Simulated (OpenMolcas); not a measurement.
# HF/cc-pVTZ run of SiH2F2 (SMILES F[SiH2]F)

Aim: an optimisation with harmonic vibrations of SiH2F2. 

Program for the calculation: OpenMolcas 26.06.

## Step 1: Starting point

SiH2F2: 5 atoms, total charge 0, spin state singlet. SMILES: `F[SiH2]F`. The coordinates come from a PBE0-D4/def2-TZVP relaxation. The run starts from this shape.

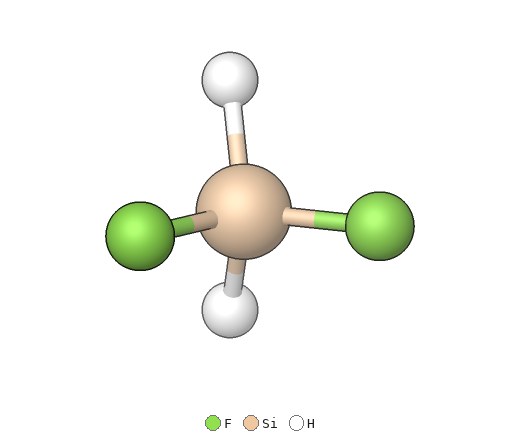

Viewed from a chosen angle; fluorine green, silicon light orange, hydrogen white.

## Step 2: An optimisation with harmonic vibrations at HF/cc-pVTZ

The input, geom.xyz:

```xyz
5

F     -1.079010     0.538200     0.980720
Si    -0.005220    -0.000540    -0.054090
F      1.247630    -0.520590     0.766910
H     -0.590470    -1.138740    -0.786300
H      0.427070     1.121680    -0.907250
```

The input, test.input:

```
* F2H2Si Hartree-Fock

&GATEWAY
  BasLib=$CurrDir
  Coord=geom.xyz
  Basis=cc-pVTZ
  Group=NoSym
>>> EXPORT MOLCAS_MAXITER=50
>>> Do While

&SEWARD

&SCF
  PrOrbitals=0

&SLAPAF
>>> EndDo
>>> COPY $Project.Opt.xyz $CurrDir/final.xyz
>>> COPY $Project.slapaf.h5 $CurrDir/final.slapaf.h5

&MCKINLEY

&MCLR
  Thermochemistry
  2
  1.0
  298.15
  End of PT
```

The basis set cc-pVTZ is read from a file made from the Basis Set Exchange's data (not shown).

On the command line:

```
export MOLCAS_MEM=1860
pymolcas test.input > test.log
```

What it wrote:

```text
--- Start Module: gateway ---
[...]
--- Stop Module: gateway /rc=_RC_ALL_IS_WELL_ ---
[...]
      Basis functions          122
[...]
       Convergence after  10 Iterations
[...]
::    Total SCF energy                               -489.1991979624
[...]
 *              Molecular gradients               *
 **************************************************
  Irreducible representation: a
 ------------------------------------------------------------------------------------------
                              X                       Y                       Z
 ------------------------------------------------------------------------------------------
  F1               -8.18827892296881E-03    4.02958363519179E-03    6.42566422050628E-03
  SI2              -6.54449591744877E-04   -6.39953380194569E-05   -6.74468569328290E-03
  F3                9.27808188917467E-03   -3.91873152716204E-03    4.82420113964821E-03
  H4               -1.91619476049398E-03   -3.79657855750626E-03   -2.05104918497945E-03
  H5                1.48084138598126E-03    3.74972178750044E-03   -2.45413048180820E-03
 ------------------------------------------------------------------------------------------
[...]
 Geometry is converged in   5 iterations to a Minimum Structure
*****************************************************************************************************************
*****************************************************************************************************************
++ Geometry section
********************************************************************************
  Geometrical information of the final structure
********************************************************************************
  NOTE: on convergence the final predicted structure will be printed here.
  This is not identical to the structure printed in the head of the output.
 *********************************************************
[...]
       Convergence after   4 Iterations
[...]
::    Total SCF energy                               -489.1996195356
[...]
      Total spin, S                                     0.0000000000
[...]
      Total electronic charge=   34.000000
      Total            charge=   -0.000000
[...]
      Dipole Moment (debye):
      Origin of the operator (angstrom)=    0.0426    0.0044    0.4412
                   X= -1.5356E-01               Y= -1.6034E-02               Z= -1.5916E+00           Total=  1.5990E+00
      Quadrupole Moment (debye*angstrom):
[...]
--- Start Module: mclr ---
[...]
     Frequency:        i1.21      0.01      0.02      0.02      3.87      5.09
[...]
     Frequency:       343.34    766.12    788.53    925.72    967.59   1043.28
[...]
--- Stop Module: mclr /rc=_RC_ALL_IS_WELL_ ---
[...]
        Frequency:         1043.28 cm-1
      ---------------------------------
[...]
        Frequency:         1060.00 cm-1
      ---------------------------------
[...]
        Frequency:         2399.46 cm-1
      ---------------------------------
[...]
        Frequency:         2401.31 cm-1
      ---------------------------------
[...]
```

Wall time 2.9 min (1 thread of Intel Xeon Platinum 8259CL at 2.50GHz (Skylake/Cascade Lake), shared host); peak memory 0.8 GiB.

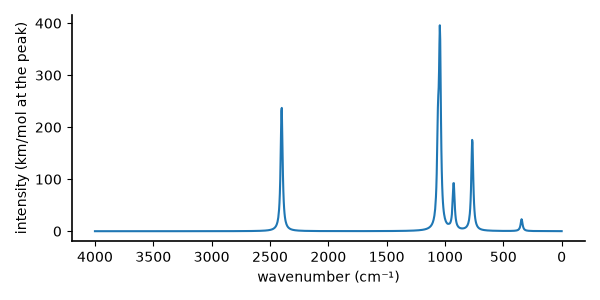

Harmonic infrared spectrum, unscaled, lines broadened by 10 cm⁻¹.

## Step 3: Summary of results

At HF/cc-pVTZ:

```
                                                           quantity             value
                                                       total energy     -489.19962 Eh
                                                      dipole moment            1.60 D
                                                        HOMO energy         -13.58 eV
                                                        LUMO energy           3.78 eV
                                                      HOMO–LUMO gap          17.36 eV
                                         lowest harmonic wavenumber          343 cm⁻¹
                                        highest harmonic wavenumber         2401 cm⁻¹
                                                  zero-point energy       64.0 kJ/mol
ideal-gas entropy at 298.15 K and 1 atm (symmetry number 2 as used)  62.3 cal/(mol K)
```

In words: At the final geometry: Bond lengths: F1–Si2 1.572 Å, Si2–F3 1.572 Å, Si2–H4 1.464 Å, Si2–H5 1.464 Å. Angles: F1–Si2–F3 107.3°, F1–Si2–H4 108.8°, F1–Si2–H5 108.8°, F3–Si2–H4 108.8°, F3–Si2–H5 108.8°, H4–Si2–H5 114.0°. All 9 modes are real, so the shape is a minimum at this level.
